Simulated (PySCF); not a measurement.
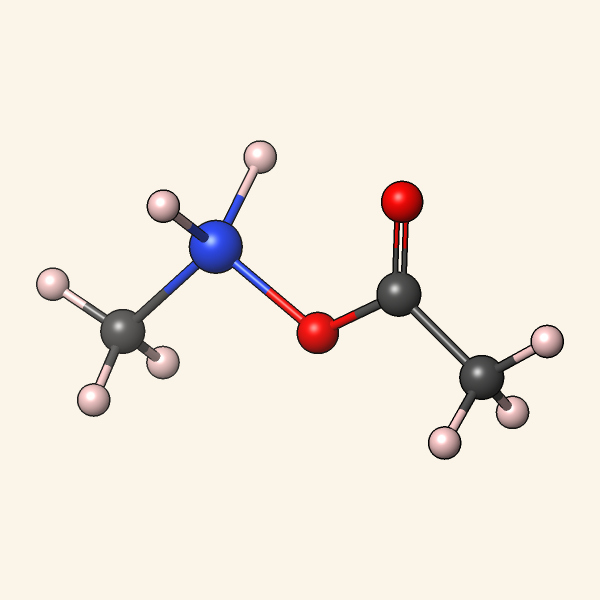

A ball-and-stick model of a molecule. Colours: silicon blue, hydrogen pink, carbon dark grey, oxygen red.

What does the picture show?

The molecule is C₃H₈O₂Si. Its SMILES string is `C[SiH2]OC(C)=O`. It has no ring. Among its groups: Si–H bond, Si–O bond. Coordination: 1 Si tetrahedral; 2 C tetrahedral; 1 O bent; 1 C trigonal planar.

More results for the same structure follow; atom numbers are the same in all pictures, views and colours differ. Computed geometry: PBE0-D3(BJ)/def2-SVP optimisation. No frequency run is at hand to confirm it as a minimum.

## Excitation

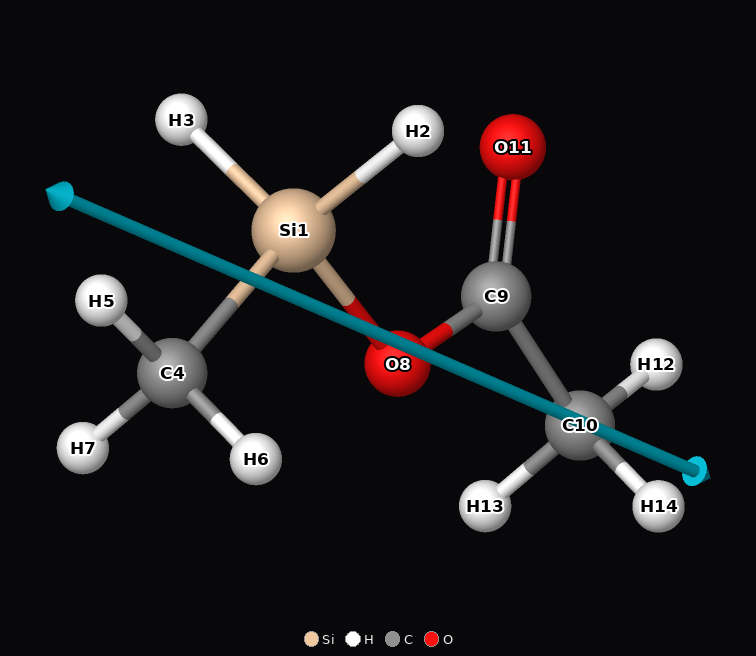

The double arrow shows the direction of the transition dipole to excited singlet state 6 (its length means nothing). No frequency run is at hand to confirm it as a minimum. Method: TDDFT ωB97X-D/def2-SVPD, vertical, gas phase, core orbitals frozen in the response (PySCF 2.14.0).

> How is the transition polarised?

Close to the long direction C4···C10.

> Give its energy, strength and character.

8.63 eV (144 nm), oscillator strength 0.056, mainly HOMO−2 → LUMO+2 (weight 0.62); transition dipole 1.31 D.

## NMR shielding

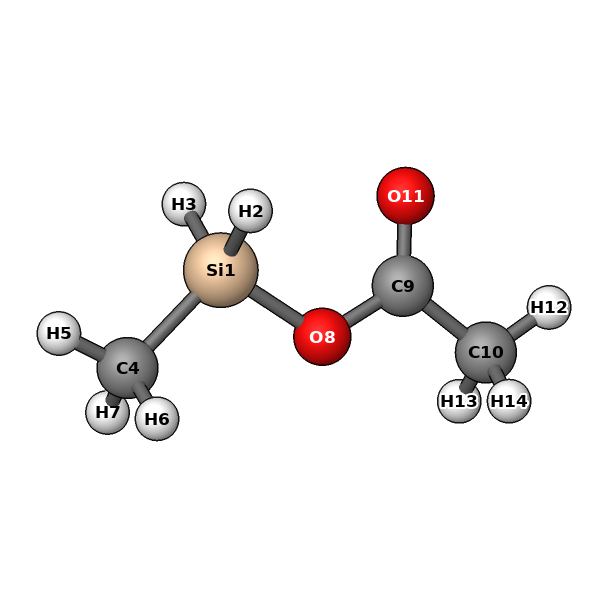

No frequency run is at hand to confirm it as a minimum. Method: GIAO PBE0/pcSseg-1 NMR shielding, non-relativistic, gas phase (PySCF 2.14.0). Principal shieldings σ11 ≤ σ22 ≤ σ33, span Ω = σ33 − σ11, skew κ = 3(σiso − σ22)/Ω.

> Which C atom has the most anisotropic shielding?

C9, with a span of 167 ppm.

Give the shielding tensors of the C atoms.

```tsv
atom	σ11	σ22	σ33	σiso	Ω	κ
C4	181.2	189.4	197.2	189.2	16.0	−0.02
C9	−92.6	42.1	74.5	8.0	167.0	−0.61
C10	140.4	152.8	192.2	161.8	51.8	0.52
```

Shieldings and span in ppm.

## Polarisability

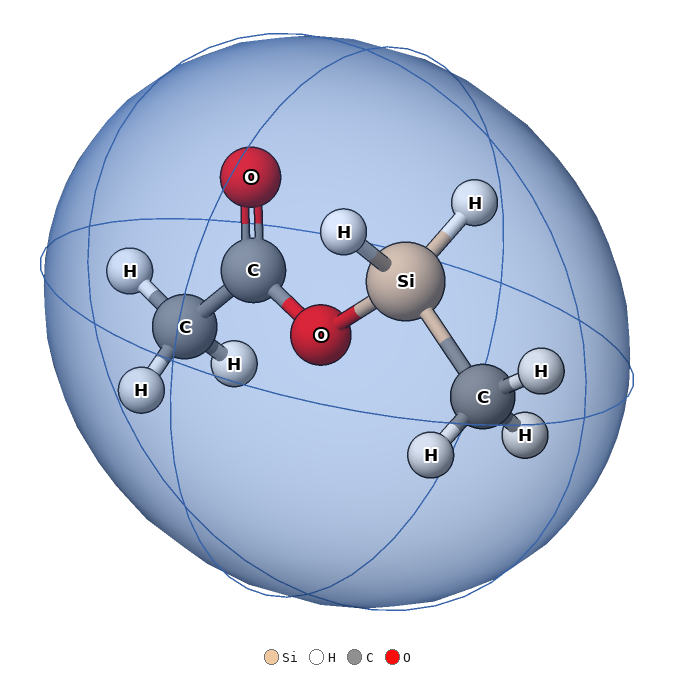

The ellipsoid shows the static dipole polarisability: its half-axes are proportional to the principal values. No frequency run is at hand to confirm it as a minimum. Method: ωB97X-D/def2-SVPD (PySCF 2.14.0).

> How large and how anisotropic is the polarisability?

Principal values 57.7, 68.7, 81.2 bohr³; mean 69.2 bohr³ (10.26 Å³); anisotropy 20.4 bohr³, so the longest axis is 1.41 times the shortest.
